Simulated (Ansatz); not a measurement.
## Nudged elastic band of AlB₂H₅

The run: nudged elastic band of AlB₂H₅, SMILES [BH2][AlH][BH2]. Method and program: RKS B3LYP-D4/6-31G (Ansatz 0.2.0).

It belongs to a series of runs on one base structure; here: band between the two ends.

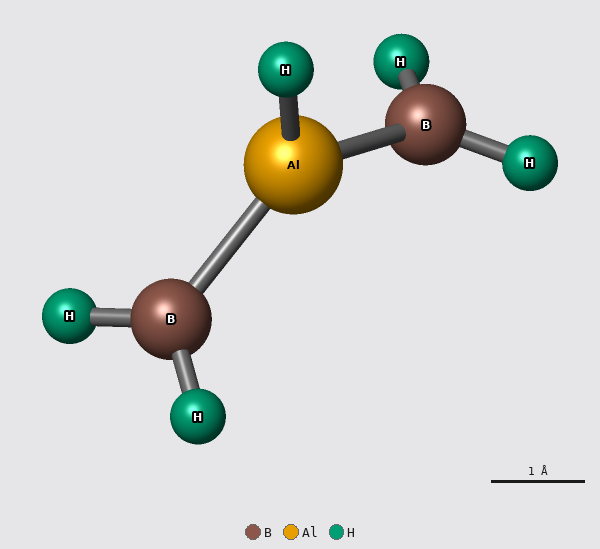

Figure 1. The starting structure (ball-and-stick view, seen at a tilt). Sticks mark near contacts. Bond lengths as drawn: Al–B 2.12 Å, Al–H 1.62 Å and B–H 1.20 Å.

## The input
```yaml
crystal:
  periodic: [false, false, false]
  atoms:
    - { symbol: B, position_ang: [-1.098805, 0.861108, -1.304254] }
    - { symbol: Al, position_ang: [0.036828, 0.4974, 0.451682] }
    - { symbol: B, position_ang: [1.06358, -1.303636, 0.9063] }
    - { symbol: H, position_ang: [-2.272145, 0.619359, -1.37497] }
    - { symbol: H, position_ang: [-0.615447, 1.324448, -2.300286] }
    - { symbol: H, position_ang: [0.13508, 1.703651, 1.532678] }
    - { symbol: H, position_ang: [2.206565, -1.49189, 0.592136] }
    - { symbol: H, position_ang: [0.544344, -2.21046, 1.496714] }
basis:
  gaussian: { orbitals: "6-31G" }
hamiltonian:
  xc: b3lyp
  dispersion: d4
neb:
  order_check: false
  images: 7
  f_tol: 0.05
  max_iterations: 60
  final_atoms:
    - { symbol: B, position_ang: [-1.0969509, 0.8587233, -1.30112919] }
    - { symbol: Al, position_ang: [0.04247983, 0.50678149, 0.4547468] }
    - { symbol: B, position_ang: [1.06080547, -1.3005247, 0.90416811] }
    - { symbol: H, position_ang: [-2.26962104, 0.61236977, -1.36850905] }
    - { symbol: H, position_ang: [-0.61581806, 1.31302574, -2.30238963] }
    - { symbol: H, position_ang: [0.14124112, 1.71182762, 1.53719151] }
    - { symbol: H, position_ang: [0.5415348, -2.20080306, 1.50445285] }
    - { symbol: H, position_ang: [2.19632877, -1.50142017, 0.57146859] }
  initial_path:
    images:
      - { positions_ang: [[-1.098805, 0.861108, -1.304254], [0.036828, 0.4974, 0.451682], [1.06358, -1.303636, 0.9063], [-2.272145, 0.619359, -1.37497], [-0.615447, 1.324448, -2.300286], [0.13508, 1.703651, 1.532678], [2.206565, -1.49189, 0.592136], [0.544344, -2.21046, 1.496714]] }
      - { positions_ang: [[-1.11239785, 0.86774825, -1.29768999], [0.07867739, 0.49186269, 0.40700178], [1.03706277, -1.31302218, 0.93365548], [-2.12239567, 0.47652863, -1.51356715], [-0.8310171, 1.48816747, -2.12269466], [0.29116639, 1.71779859, 1.40303745], [1.76618942, -1.60611618, 0.91634671], [0.89271465, -2.12298727, 1.27391038]] }
      - { positions_ang: [[-1.1259907, 0.8743885, -1.29112598], [0.12052678, 0.48632538, 0.36232156], [1.01054554, -1.32240835, 0.96101096], [-1.97264634, 0.33369826, -1.6521643], [-1.0465872, 1.65188695, -1.94510331], [0.44725278, 1.73194617, 1.2733969], [1.32581384, -1.72034236, 1.24055742], [1.24108531, -2.03551454, 1.05110677]] }
      - { positions_ang: [[-1.13958355, 0.88102875, -1.28456197], [0.16237616, 0.48078807, 0.31764134], [0.98402831, -1.33179453, 0.98836644], [-1.82289701, 0.19086789, -1.79076146], [-1.2621573, 1.81560642, -1.76751197], [0.60333917, 1.74609376, 1.14375635], [0.88543826, -1.83456854, 1.56476812], [1.58945596, -1.94804181, 0.82830315]] }
      - { positions_ang: [[-1.15317639, 0.88766899, -1.27799796], [0.20422555, 0.47525076, 0.27296112], [0.95751108, -1.34118071, 1.01572192], [-1.67314768, 0.04803751, -1.92935861], [-1.47772741, 1.9793259, -1.58992063], [0.75942556, 1.76024134, 1.0141158], [0.44506268, -1.94879472, 1.88897883], [1.93782661, -1.86056909, 0.60549953]] }
      - { positions_ang: [[-1.13912002, 0.88043257, -1.28378077], [0.16378912, 0.48313345, 0.31840754], [0.98333468, -1.33101671, 0.98783347], [-1.82226602, 0.18912058, -1.78914622], [-1.26225007, 1.81275086, -1.76803788], [0.60487945, 1.74813791, 1.14488473], [0.46918071, -2.0117968, 1.79284734], [2.00245215, -1.77078186, 0.5969918]] }
      - { positions_ang: [[-1.12506365, 0.87319615, -1.28956358], [0.12335269, 0.49101613, 0.36385396], [1.00915828, -1.3208527, 0.95994501], [-1.97138436, 0.33020364, -1.64893383], [-1.04677273, 1.64617582, -1.94615513], [0.45033334, 1.73603448, 1.27565365], [0.49329874, -2.07479889, 1.69671584], [2.06707769, -1.68099463, 0.58848406]] }
      - { positions_ang: [[-1.11100727, 0.86595972, -1.29534638], [0.08291626, 0.49889881, 0.40930038], [1.03498187, -1.3106887, 0.93205656], [-2.1205027, 0.47128671, -1.50872144], [-0.83129539, 1.47960078, -2.12427238], [0.29578723, 1.72393105, 1.40642258], [0.51741677, -2.13780097, 1.60058435], [2.13170323, -1.5912074, 0.57997633]] }
      - { positions_ang: [[-1.0969509, 0.8587233, -1.30112919], [0.04247983, 0.50678149, 0.4547468], [1.06080547, -1.3005247, 0.90416811], [-2.26962104, 0.61236977, -1.36850905], [-0.61581806, 1.31302574, -2.30238963], [0.14124112, 1.71182762, 1.53719151], [0.5415348, -2.20080306, 1.50445285], [2.19632877, -1.50142017, 0.57146859]] }
```

Hardware: 1 thread of Intel Xeon (Sapphire Rapids), 192 GiB of memory available, shared host.

Command:
```bash
ansatz run input.yaml --threads 1 --pin off --max-ram 2048MiB --backend cpu --events-out ev --progress --plain --runs-dir out
```

## The program's output
```
Engine: ansatz 0.2.0, x86_64-unknown-linux-gnu
Functional definition: B3LYP
  parameter a0 = 0.2
  parameter ax = 0.72
  parameter ac = 0.81
  exchange = (1 - a0 - ax)*slater_x + ax*b88_x + a0*exact_x
  correlation = (1 - ac)*vwn_rpa_c + ac*lyp_c
582 factors; integrals over basis functions are off by at most 2.3e-4 eV
mean field evaluation 1: about -8026.7078 eV, gradient 1.8e1 eV
mean field evaluation 2: about -8027.4359 eV, gradient 1.2e1 eV
mean field evaluation 4: about -8027.9553 eV, gradient 2.8e-1 eV
mean field evaluation 8: about -8027.9518 eV, gradient 7.3e-4 eV
mean field -8027.95178605 eV, -295.0217865962 hartree, gradient 4.7e-5 eV, S^2 0.000000; 0 other end points of the search recorded, 0 dependent functions left out
the calculation of the forces begins
reference -8027.95205758 eV, -295.0217965748 hartree; 14, 14 occupied and 27, 27 virtual orbitals, 582 factors
582 factors; integrals over basis functions are off by at most 2.3e-4 eV
mean field evaluation 16: about -8027.9553 eV, gradient 2.8e-1 eV
mean field -8027.95177330 eV, -295.0217861275 hartree, gradient 5.2e-5 eV, S^2 0.000000; 0 other end points of the search recorded, 0 dependent functions left out
[... from here on the field's lines of each further geometry are left out, up to the last ...]
NEB iter   1: max|band force component| = 9.505e1 eV/Å  barrier→ = 35.2439 eV  barrier← = 35.2440 eV  Δτ_max = 0.1957 Å  (227 SCF iters)
NEB iter   2: max|band force component| = 2.211e1 eV/Å  barrier→ = 10.2483 eV  barrier← = 10.2484 eV  Δτ_max = 0.1976 Å  (186 SCF iters)
NEB iter   3: max|band force component| = 1.304e1 eV/Å  barrier→ = 7.1946 eV  barrier← = 7.1947 eV  Δτ_max = 0.1968 Å  (176 SCF iters)
NEB iter   4: max|band force component| = 6.151e0 eV/Å  barrier→ = 4.4714 eV  barrier← = 4.4715 eV  Δτ_max = 0.1983 Å  (170 SCF iters)
NEB iter   5: max|band force component| = 4.069e0 eV/Å  barrier→ = 3.4535 eV  barrier← = 3.4536 eV  Δτ_max = 0.1988 Å  (164 SCF iters)
NEB iter   6: max|band force component| = 2.857e0 eV/Å  barrier→ = 2.5500 eV  barrier← = 2.5501 eV  Δτ_max = 0.1957 Å  (166 SCF iters)
NEB iter   7: max|band force component| = 3.236e0 eV/Å  barrier→ = 1.4392 eV  barrier← = 1.4393 eV  Δτ_max = 0.2000 Å  (167 SCF iters)
NEB iter   8: max|band force component| = 2.579e0 eV/Å  barrier→ = 0.7245 eV  barrier← = 0.7246 eV  Δτ_max = 0.1974 Å  (164 SCF iters)
NEB iter   9: max|band force component| = 1.895e0 eV/Å  barrier→ = 0.4065 eV  barrier← = 0.4066 eV  Δτ_max = 0.2000 Å  (162 SCF iters)
NEB iter  10: max|band force component| = 1.860e0 eV/Å  barrier→ = 0.2551 eV  barrier← = 0.2552 eV  Δτ_max = 0.1009 Å  (159 SCF iters)
NEB iter  11: max|band force component| = 1.004e0 eV/Å  barrier→ = 0.2858 eV  barrier← = 0.2859 eV  Δτ_max = 0.0999 Å  (160 SCF iters)
NEB iter  12: max|band force component| = 2.515e-1 eV/Å  barrier→ = 0.2211 eV  barrier← = 0.2212 eV  CI = image 4  Δτ_max = 0.1519 Å  (155 SCF iters)
NEB iter  13: max|band force component| = 2.529e-1 eV/Å  barrier→ = 0.2187 eV  barrier← = 0.2188 eV  CI = image 4  Δτ_max = 0.0764 Å  (155 SCF iters)
NEB iter  14: max|band force component| = 1.197e-1 eV/Å  barrier→ = 0.2183 eV  barrier← = 0.2184 eV  CI = image 4  Δτ_max = 0.0215 Å  (151 SCF iters)
NEB iter  15: max|band force component| = 6.929e-2 eV/Å  barrier→ = 0.2183 eV  barrier← = 0.2184 eV  CI = image 4  Δτ_max = 0.0087 Å  (146 SCF iters)
the calculation of the forces begins
reference -8027.92519714 eV, -295.0208094717 hartree; 14, 14 occupied and 27, 27 virtual orbitals, 582 factors
582 factors; integrals over basis functions are off by at most 2.3e-4 eV
mean field evaluation 832: about -8027.7341 eV, gradient 2.1e-2 eV
mean field -8027.73414700 eV, -295.0137885086 hartree, gradient 3.8e-5 eV, S^2 0.000000; 1 other end points of the search recorded, 0 dependent functions left out
the calculation of the forces begins
reference -8027.73441803 eV, -295.0137984687 hartree; 14, 14 occupied and 27, 27 virtual orbitals, 582 factors
NEB iter  16: max|band force component| = 2.288e-2 eV/Å  barrier→ = 0.2183 eV  barrier← = 0.2184 eV  CI = image 4  Δτ_max = 0.0000 Å  (282 SCF iters)
```

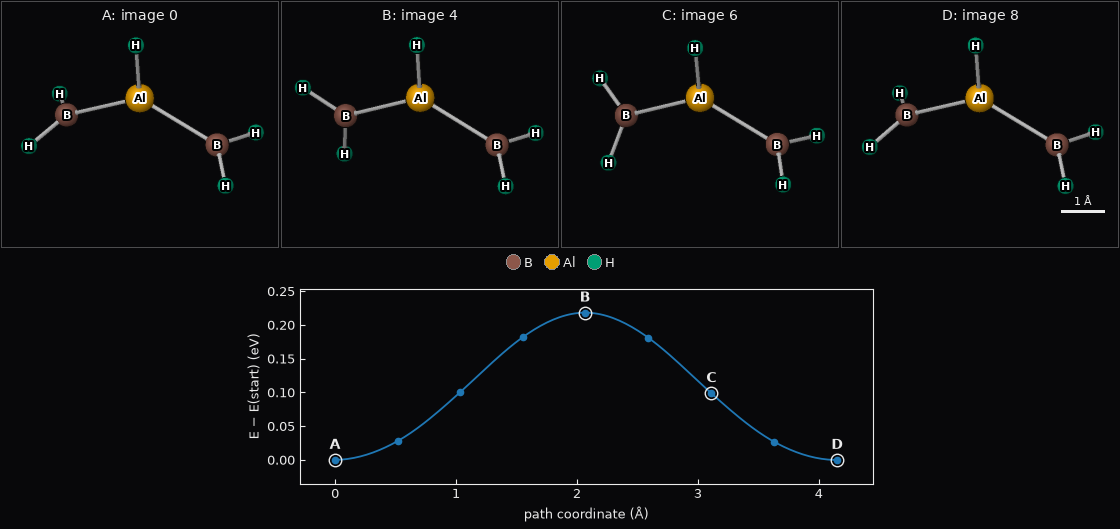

Figure 2. Images of the last band (counted from 0; ball-and-stick, seen at a tilt) above the energy along the path; the line is a cubic interpolation that uses the forces. The highest image is number 4, 0.218 eV above the start and 0.218 eV above the end (the climbing image); start and end have the same energy. The path is 4.15 Å long. The band converged in 16 iterations.

```
Total energy: -8027.90187938 eV, -295.0199525597 hartree
Atom 0 at    -1.040723     0.876070    -1.341001 Å, force     0.001234    -0.001426     0.000984 eV/Å
Atom 1 at    -0.048312     0.505022     0.492947 Å, force     0.000863     0.001877     0.000988 eV/Å
Atom 2 at     1.085359    -1.313335     0.921506 Å, force    -0.002466    -0.000708     0.000411 eV/Å
Atom 3 at    -2.179091     0.550306    -1.545647 Å, force    -0.000831    -0.000043    -0.000413 eV/Å
Atom 4 at    -0.510140     1.421427    -2.271068 Å, force    -0.000102    -0.000076    -0.001524 eV/Å
Atom 5 at    -0.141188     1.646101     1.640550 Å, force    -0.000236     0.000245     0.000951 eV/Å
Atom 6 at     1.631364    -1.482054     1.975206 Å, force     0.000609    -0.000141    -0.000681 eV/Å
Atom 7 at     1.202730    -2.203557     0.127507 Å, force     0.000928     0.000272    -0.000716 eV/Å
Dipole moment:     0.036602    -0.117369    -0.055897 e Å
this run last wrote the band of iteration 16 to [file]
```

## The last band as extended XYZ (Å, eV, eV/Å)
```
8
Properties=species:S:1:pos:R:3:forces:R:3 image=0 energy=-8028.11990
B    -1.0988    0.8611   -1.3043   -0.0013   0.0038   0.0036
Al    0.0368    0.4974    0.4517    0.0107   0.0043  -0.0114
B     1.0636   -1.3036    0.9063   -0.0018  -0.0025   0.0101
H    -2.2721    0.6194   -1.3750   -0.0013  -0.0028  -0.0015
H    -0.6154    1.3244   -2.3003    0.0013  -0.0032  -0.0002
H     0.1351    1.7037    1.5327   -0.0043  -0.0011   0.0066
H     2.2066   -1.4919    0.5921   -0.0041   0.0011  -0.0064
H     0.5443   -2.2105    1.4967    0.0009   0.0005  -0.0008
8
Properties=species:S:1:pos:R:3:forces:R:3 image=1 energy=-8028.09193
B    -1.0895    0.8677   -1.3022    0.0062  -0.0041  -0.0002
Al    0.0761    0.5219    0.4374   -0.0074  -0.0074   0.0004
B     1.0716   -1.3039    0.8953   -0.0050   0.0044   0.0016
H    -2.2713    0.6490   -1.2753    0.0048  -0.0034  -0.0183
H    -0.6736    1.2667   -2.3531    0.0159   0.0143   0.0068
H     0.1407    1.7147    1.5351   -0.0184  -0.0100   0.0152
H     2.2672   -1.3996    0.9168    0.0104  -0.0046  -0.0694
H     0.4788   -2.3164    1.1459   -0.0065   0.0109   0.0639
8
Properties=species:S:1:pos:R:3:forces:R:3 image=2 energy=-8028.01949
B    -1.0882    0.8804   -1.3006    0.0154  -0.0156   0.0028
Al    0.0974    0.5322    0.4233   -0.0045   0.0025   0.0088
B     1.0632   -1.3265    0.9000   -0.0234   0.0149  -0.0123
H    -2.2737    0.6850   -1.2347    0.0067  -0.0025  -0.0162
H    -0.7021    1.2524   -2.3715    0.0256   0.0237  -0.0108
H     0.1921    1.7406    1.5017   -0.0405  -0.0220   0.0272
H     2.1956   -1.3766    1.2878    0.0727   0.0087  -0.0921
H     0.5157   -2.3875    0.7940   -0.0520  -0.0098   0.0925
8
Properties=species:S:1:pos:R:3:forces:R:3 image=3 energy=-8027.93801
B    -1.0429    0.8876   -1.3334    0.0135   0.0036  -0.0097
Al    0.0138    0.5197    0.4659   -0.0036   0.0010   0.0070
B     1.0697   -1.3254    0.9155    0.0006   0.0011   0.0009
H    -2.2116    0.6120   -1.4160    0.0164  -0.0007  -0.0080
H    -0.5745    1.3587   -2.3322    0.0096   0.0100  -0.0012
H    -0.0264    1.6790    1.5993   -0.0379  -0.0215   0.0177
H     1.9537   -1.3654    1.7242    0.0619   0.0249  -0.0570
H     0.8181   -2.3662    0.3768   -0.0604  -0.0184   0.0502
8
Properties=species:S:1:pos:R:3:forces:R:3 image=4 energy=-8027.90161
B    -1.0407    0.8761   -1.3410    0.0012  -0.0014   0.0010
Al   -0.0483    0.5050    0.4929    0.0009   0.0019   0.0010
B     1.0854   -1.3133    0.9215   -0.0025  -0.0007   0.0004
H    -2.1791    0.5503   -1.5456   -0.0008   0.0000  -0.0004
H    -0.5101    1.4214   -2.2711   -0.0001  -0.0001  -0.0015
H    -0.1412    1.6461    1.6405   -0.0002   0.0002   0.0010
H     1.6314   -1.4821    1.9752    0.0006  -0.0001  -0.0007
H     1.2027   -2.2036    0.1275    0.0009   0.0003  -0.0007
8
Properties=species:S:1:pos:R:3:forces:R:3 image=5 energy=-8027.93874
B    -1.0646    0.8605   -1.3312   -0.0131  -0.0116   0.0070
Al   -0.0578    0.4929    0.4967    0.0066   0.0031   0.0001
B     1.0813   -1.3073    0.9233   -0.0011  -0.0014  -0.0057
H    -2.1923    0.5381   -1.5829   -0.0114   0.0021   0.0075
H    -0.4983    1.4283   -2.2286   -0.0118  -0.0135   0.0024
H    -0.0967    1.6653    1.6160    0.0390   0.0180  -0.0161
H     1.2970   -1.6693    2.0455   -0.0763  -0.0422   0.0105
H     1.5313   -2.0086    0.0614    0.0681   0.0454  -0.0057
8
Properties=species:S:1:pos:R:3:forces:R:3 image=6 energy=-8028.02102
B    -1.0903    0.8486   -1.3140   -0.0109  -0.0034   0.0014
Al   -0.0342    0.4896    0.4900    0.0068   0.0058  -0.0046
B     1.0656   -1.3029    0.9219    0.0059  -0.0100  -0.0087
H    -2.2266    0.5501   -1.5507   -0.0115   0.0011   0.0211
H    -0.5172    1.4000   -2.2178   -0.0185  -0.0214   0.0020
H     0.0193    1.7014    1.5667    0.0447   0.0167  -0.0202
H     0.9831   -1.8666    1.9770   -0.0953  -0.0523  -0.0201
H     1.8001   -1.8202    0.1270    0.0788   0.0634   0.0291
8
Properties=species:S:1:pos:R:3:forces:R:3 image=7 energy=-8028.09316
B    -1.0985    0.8504   -1.3023   -0.0060   0.0041   0.0032
Al    0.0015    0.4960    0.4776    0.0077  -0.0026  -0.0077
B     1.0528   -1.3024    0.9152    0.0035   0.0005  -0.0060
H    -2.2522    0.5743   -1.4750   -0.0050   0.0016   0.0189
H    -0.5544    1.3641   -2.2433   -0.0130  -0.0150  -0.0070
H     0.1116    1.7173    1.5397    0.0220   0.0082  -0.0088
H     0.7139   -2.0541    1.7864   -0.0508  -0.0302  -0.0317
H     2.0253   -1.6456    0.3017    0.0415   0.0333   0.0390
8
Properties=species:S:1:pos:R:3:forces:R:3 image=8 energy=-8028.12000
B    -1.0970    0.8587   -1.3011   -0.0002   0.0008  -0.0002
Al    0.0425    0.5068    0.4547   -0.0003  -0.0002   0.0001
B     1.0608   -1.3005    0.9042    0.0008  -0.0012   0.0005
H    -2.2696    0.6124   -1.3685   -0.0001   0.0000  -0.0001
H    -0.6158    1.3130   -2.3024    0.0002  -0.0001   0.0008
H     0.1412    1.7118    1.5372    0.0005  -0.0014  -0.0013
H     0.5415   -2.2008    1.5045    0.0001   0.0009  -0.0002
H     2.1963   -1.5014    0.5715   -0.0009   0.0012   0.0004
```

## Results in brief

```json
{"quantity": "outcome", "value": "converged"}
{"quantity": "barrier, forward", "value": "0.218 eV"}
{"quantity": "barrier, backward", "value": "0.218 eV"}
{"quantity": "wall time", "value": "3.3 min"}
{"quantity": "peak memory", "value": "0.12 GiB"}
```

## Remarks

The order of the saddle point was not checked.
